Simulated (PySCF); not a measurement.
**Tc(3+): dipole response in aug-cc-pwCVDZ-PP with ECP28**

Aim: the static polarisability and the C₆ coefficient of Tc(3+), method by method.

The numbers are computed with PySCF 2.14.0 (unrestricted determinants in a Gaussian basis, no spin-orbit coupling in the energies), except any that are marked as measured or tabulated.

### 1 Starting point

* Element: technetium (Z = 43)
* Basis: aug-cc-pwCVDZ-PP with ECP28MDF (6s6p5d3f, 70 functions)
* Hamiltonian: scalar relativity through the core potential
* State 1: Tc(3+): [Kr] 4d4, high-spin 5D determinant
* Methods: UHF, PBE, PBE0, MN15, B3LYP

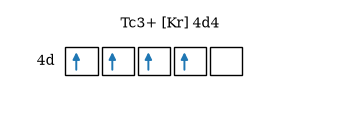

Occupation of the outer shells (arrows by Hund's rule).

One driver process ran all states and methods and kept the integrals in memory. Each run is shown as a PySCF script that sums up its settings (the driver passes frozen orbitals as a list and adds second-order terms of double hybrids); the logs are those of the runs themselves. The driver starts from symmetry-adapted Hartree-Fock orbitals, holds the occupation by maximum overlap and uses a logarithmic radial grid for functionals, so a plain start would take other cycles.

The integrals over 70 functions and the set-up took 0.22 s of CPU time.

### 2 Tc(3+): the ladder of methods

#### UHF

input.py

```python
from pyscf import gto, scf, dft, mp, cc
import basis_set_exchange as bse
txt = bse.get_basis("aug-cc-pwCVDZ-PP", elements=["Tc"], fmt="nwchem", header=False)
cut = txt.index("\nECP")
mol = gto.M(atom="Tc 0 0 0", charge=3, spin=4, symmetry="D2h",
            basis=gto.basis.parse(txt[:cut]),
            ecp={"Tc": gto.basis.parse_ecp(txt[cut:])})
mf = scf.UHF(mol)
mf.irrep_nelec = {'Ag': (2, 1), 'B1g': (1, 0), 'B2g': (1, 0), 'B3g': (1, 0), 'B1u': (1, 1), 'B2u': (1, 1), 'B3u': (1, 1)}
mf.kernel()
```

The program printed:

```text
damping factor = 0
level_shift factor = 0
DIIS = <class 'pyscf.scf.diis.CDIIS'>
diis_start_cycle = 1
diis_space = 10
diis_damp = 0
SCF conv_tol = 1e-09
SCF conv_tol_grad = None
number electrons alpha = 8  beta = 4
cycle= 1 E= -78.0619728470194  delta_E= -0.00532  |g|= 0.026  |ddm|= 0.0395
cycle= 2 E= -78.062170320433  delta_E= -0.000197  |g|= 0.00568  |ddm|= 0.00971
cycle= 3 E= -78.062180554555  delta_E= -1.02e-05  |g|= 0.000315  |ddm|= 0.00422
cycle= 4 E= -78.0621806235212  delta_E= -6.9e-08  |g|= 7.62e-05  |ddm|= 0.000517
cycle= 5 E= -78.0621806316492  delta_E= -8.13e-09  |g|= 3.34e-05  |ddm|= 0.000202
cycle= 6 E= -78.0621806340743  delta_E= -2.43e-09  |g|= 7.97e-06  |ddm|= 0.000123
cycle= 7 E= -78.0621806341981  delta_E= -1.24e-10  |g|= 7.51e-07  |ddm|= 3.59e-05
converged SCF energy = -78.0621806341981  <S^2> = 6.0023458  2S+1 = 5.0009382
```

It used 3.8 s of CPU time after the integrals (shared host).

Orbital energies by shell (radii are means over both spins):

```
shell  electrons  mean orbital energy (eV)  spread (eV)  rms radius (bohr)
 4s α          1                   -123.46            0               1.13
 4s β          1                   -116.47            0               1.13
 4p α          3                   -90.616        1.189               1.25
 4p β          3                   -81.654        1.762               1.25
 4d α          4                   -43.129        1.462               1.62
```

⟨S²⟩ = 6.002, ⟨L²⟩ = 6.03.

The driver then solved the coupled dipole response at imaginary frequencies: mean α = 5.099 bohr³ (xx, yy, zz: 4.869, 4.869, 5.558), C₆ = 22.85 au for a like pair.

Energies and moments cover only the electrons outside the core potential.

#### PBE

input.py differs from the last one in:

```diff
@@ -7,3 +7,3 @@
             ecp={"Tc": gto.basis.parse_ecp(txt[cut:])})
-mf = scf.UHF(mol)
+mf = dft.UKS(mol, xc="PBE")
 mf.irrep_nelec = {'Ag': (2, 1), 'B1g': (1, 0), 'B2g': (1, 0), 'B3g': (1, 0), 'B1u': (1, 1), 'B2u': (1, 1), 'B3u': (1, 1)}
```

The program printed:

```text
damping factor = 0
level_shift factor = 0
DIIS = <class 'pyscf.scf.diis.CDIIS'>
diis_start_cycle = 1
diis_space = 10
diis_damp = 0
SCF conv_tol = 1e-09
SCF conv_tol_grad = None
number electrons alpha = 8  beta = 4
XC functionals = PBE
    J. P. Perdew, K. Burke, and M. Ernzerhof.,  Phys. Rev. Lett. 77, 3865 (1996)
    J. P. Perdew, K. Burke, and M. Ernzerhof.,  Phys. Rev. Lett. 78, 1396 (1997)
    J. P. Perdew, K. Burke, and M. Ernzerhof.,  Phys. Rev. Lett. 77, 3865 (1996)
    J. P. Perdew, K. Burke, and M. Ernzerhof.,  Phys. Rev. Lett. 78, 1396 (1997)
cycle= 1 E= -78.5131159310793  delta_E= -0.00416  |g|= 0.0168  |ddm|= 0.286
cycle= 2 E= -78.5131845654147  delta_E= -6.86e-05  |g|= 0.00566  |ddm|= 0.0322
cycle= 3 E= -78.5131930212931  delta_E= -8.46e-06  |g|= 0.00112  |ddm|= 0.0144
cycle= 4 E= -78.5131933579147  delta_E= -3.37e-07  |g|= 5.61e-05  |ddm|= 0.00286
cycle= 5 E= -78.5131933587756  delta_E= -8.61e-10  |g|= 3.12e-06  |ddm|= 0.000141
converged SCF energy = -78.5131933587756  <S^2> = 6.0003593  2S+1 = 5.0001437
```

It used 7.5 s of CPU time after the integrals (shared host).

The driver then solved the coupled dipole response at imaginary frequencies: mean α = 5.586 bohr³ (xx, yy, zz: 5.350, 5.350, 6.060), C₆ = 25.25 au for a like pair.

#### PBE0

input.py differs from the last one in:

```diff
@@ -7,3 +7,3 @@
             ecp={"Tc": gto.basis.parse_ecp(txt[cut:])})
-mf = dft.UKS(mol, xc="PBE")
+mf = dft.UKS(mol, xc="PBE0")
 mf.irrep_nelec = {'Ag': (2, 1), 'B1g': (1, 0), 'B2g': (1, 0), 'B3g': (1, 0), 'B1u': (1, 1), 'B2u': (1, 1), 'B3u': (1, 1)}
```

The program printed:

```text
damping factor = 0
level_shift factor = 0
DIIS = <class 'pyscf.scf.diis.CDIIS'>
diis_start_cycle = 1
diis_space = 10
diis_damp = 0
SCF conv_tol = 1e-09
SCF conv_tol_grad = None
number electrons alpha = 8  beta = 4
XC functionals = PBE0
    C. Adamo and V. Barone.,  J. Chem. Phys. 110, 6158 (1999)
    M. Ernzerhof and G. E. Scuseria.,  J. Chem. Phys. 110, 5029 (1999)
cycle= 1 E= -78.5154543657625  delta_E= -0.00332  |g|= 0.0114  |ddm|= 0.198
cycle= 2 E= -78.515487893879  delta_E= -3.35e-05  |g|= 0.0015  |ddm|= 0.0176
cycle= 3 E= -78.5154884823954  delta_E= -5.89e-07  |g|= 0.000337  |ddm|= 0.00241
cycle= 4 E= -78.5154885113672  delta_E= -2.9e-08  |g|= 9.16e-05  |ddm|= 0.001
cycle= 5 E= -78.5154885135467  delta_E= -2.18e-09  |g|= 3.95e-06  |ddm|= 0.000227
cycle= 6 E= -78.5154885135598  delta_E= -1.31e-11  |g|= 3.72e-07  |ddm|= 1.28e-05
converged SCF energy = -78.5154885135598  <S^2> = 6.0006788  2S+1 = 5.0002715
```

It used 11 s of CPU time after the integrals (shared host).

The driver then solved the coupled dipole response at imaginary frequencies: mean α = 5.405 bohr³ (xx, yy, zz: 5.173, 5.173, 5.870), C₆ = 24.37 au for a like pair.

#### MN15

input.py differs from the last one in:

```diff
@@ -7,3 +7,3 @@
             ecp={"Tc": gto.basis.parse_ecp(txt[cut:])})
-mf = dft.UKS(mol, xc="PBE0")
+mf = dft.UKS(mol, xc="MN15")
 mf.irrep_nelec = {'Ag': (2, 1), 'B1g': (1, 0), 'B2g': (1, 0), 'B3g': (1, 0), 'B1u': (1, 1), 'B2u': (1, 1), 'B3u': (1, 1)}
```

The program printed:

```text
damping factor = 0
level_shift factor = 0
DIIS = <class 'pyscf.scf.diis.CDIIS'>
diis_start_cycle = 1
diis_space = 10
diis_damp = 0
SCF conv_tol = 1e-09
SCF conv_tol_grad = None
number electrons alpha = 8  beta = 4
XC functionals = MN15
    H. S. Yu, X. He, S. L. Li, and D. G. Truhlar.,  Chem. Sci. 7, 5032-5051 (2016)
    H. S. Yu, X. He, S. L. Li, and D. G. Truhlar.,  Chem. Sci. 7, 5032-5051 (2016)
cycle= 1 E= -78.3512737298405  delta_E= -0.00452  |g|= 0.0374  |ddm|= 0.211
cycle= 2 E= -78.3515459195593  delta_E= -0.000272  |g|= 0.0161  |ddm|= 0.134
cycle= 3 E= -78.3516054319768  delta_E= -5.95e-05  |g|= 0.000615  |ddm|= 0.0377
cycle= 4 E= -78.351605671226  delta_E= -2.39e-07  |g|= 0.0001  |ddm|= 0.00172
cycle= 5 E= -78.3516056885237  delta_E= -1.73e-08  |g|= 2.22e-05  |ddm|= 0.000285
cycle= 6 E= -78.3516056899735  delta_E= -1.45e-09  |g|= 1.51e-06  |ddm|= 9.92e-05
cycle= 7 E= -78.3516056899787  delta_E= -5.24e-12  |g|= 7.56e-08  |ddm|= 5.98e-06
converged SCF energy = -78.3516056899787  <S^2> = 6.0008336  2S+1 = 5.0003334
```

It used 29 s of CPU time after the integrals (shared host).

The driver then solved the coupled dipole response at imaginary frequencies: mean α = 5.602 bohr³ (xx, yy, zz: 5.367, 5.367, 6.072), C₆ = 25.06 au for a like pair.

#### B3LYP

input.py differs from the last one in:

```diff
@@ -7,3 +7,3 @@
             ecp={"Tc": gto.basis.parse_ecp(txt[cut:])})
-mf = dft.UKS(mol, xc="MN15")
+mf = dft.UKS(mol, xc="B3LYP")
 mf.irrep_nelec = {'Ag': (2, 1), 'B1g': (1, 0), 'B2g': (1, 0), 'B3g': (1, 0), 'B1u': (1, 1), 'B2u': (1, 1), 'B3u': (1, 1)}
```

The program printed:

```text
damping factor = 0
level_shift factor = 0
DIIS = <class 'pyscf.scf.diis.CDIIS'>
diis_start_cycle = 1
diis_space = 10
diis_damp = 0
SCF conv_tol = 1e-09
SCF conv_tol_grad = None
number electrons alpha = 8  beta = 4
XC functionals = B3LYP
    P. J. Stephens, F. J. Devlin, C. F. Chabalowski, and M. J. Frisch.,  J. Phys. Chem. 98, 11623 (1994)
cycle= 1 E= -78.5359756846513  delta_E= -0.00376  |g|= 0.0117  |ddm|= 0.25
cycle= 2 E= -78.5360098630877  delta_E= -3.42e-05  |g|= 0.00181  |ddm|= 0.0209
cycle= 3 E= -78.5360106901912  delta_E= -8.27e-07  |g|= 0.000478  |ddm|= 0.00437
cycle= 4 E= -78.5360107501817  delta_E= -6e-08  |g|= 0.000106  |ddm|= 0.00135
cycle= 5 E= -78.5360107533022  delta_E= -3.12e-09  |g|= 4.31e-06  |ddm|= 0.000278
cycle= 6 E= -78.5360107533238  delta_E= -2.16e-11  |g|= 3.3e-07  |ddm|= 1.63e-05
converged SCF energy = -78.5360107533238  <S^2> = 6.0005214  2S+1 = 5.0002086
```

CPU time 10 s on a shared host, the integrals not counted.

The driver then solved the coupled dipole response at imaginary frequencies: mean α = 5.452 bohr³ (xx, yy, zz: 5.224, 5.224, 5.907), C₆ = 24.58 au for a like pair.

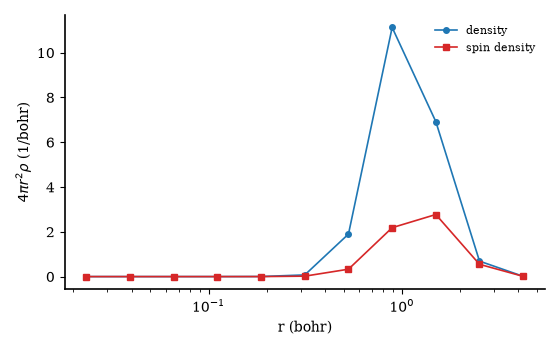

Radial density 4πr²ρ of Tc(3+) at UHF, the electrons outside the core potential, at 11 stored radii joined by straight lines.

### 3 Polarisabilities and C₆

Tc(3+), in atomic units:

```
method  mean α  C₆ (like pair)  S(−4)
   UHF   5.099           22.85  5.916
   PBE   5.586           25.25  8.206
  PBE0   5.405           24.37  7.281
  MN15   5.602           25.06  8.127
 B3LYP   5.452           24.58  7.532
```

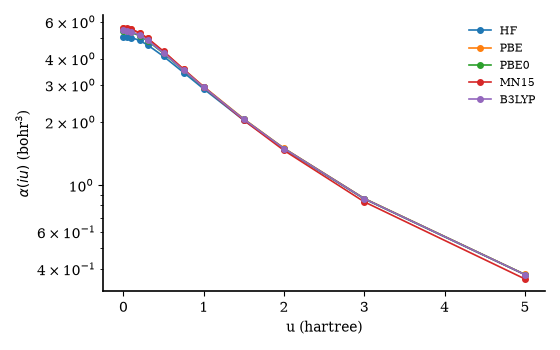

α(iu) of Tc(3+), the polarisability at imaginary frequency, on a logarithmic scale.

### 4 Summary of results

| quantity | value |
| --- | --- |
| α of Tc(3+) | 5.099 (UHF) to 5.602 (MN15) bohr³ |

In words: A single London oscillator with the computed α and C₆ of Tc(3+) at UHF would have ω = 4 C₆ / (3 α²) = 1.17 hartree. All values hold for this basis alone; no basis-set limit was taken.
